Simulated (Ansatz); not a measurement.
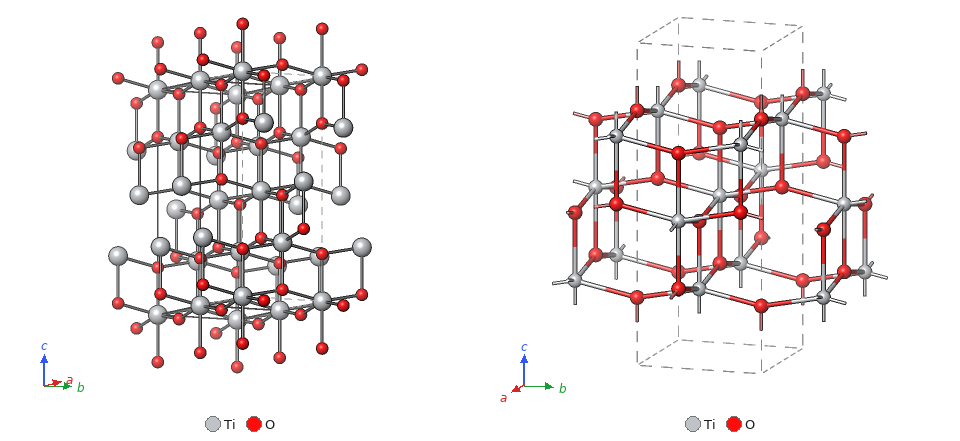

Left: the structure. Right: its underlying net. Nodes are coloured by element. Short stubs are edges that leave the cut-out.

TiO2 (space group I4_1/amd, No. 141). Coordinates: the input geometry of an electronic-structure calculation (not necessarily at equilibrium).

Bonds are taken as O–Ti below 2.3 Å. Atoms with one bond or none are removed and atoms with two bonds are replaced by edges, until no such atom is left.

The result is a binodal (3,6)-connected, three-periodic net: O is a 3-connected node; Ti is a 6-connected node, in the ratio 2:1. It is the ant net, known from anatase. It is a single net, without interpenetration.

| node | links | point symbol | coordination sequence |
| --- | --- | --- | --- |
| O | 3 | 4²·6 | 3 13 16 54 42 119 |
| Ti | 6 | 4⁴·6²·8⁸·10 | 6 8 32 28 84 60 |
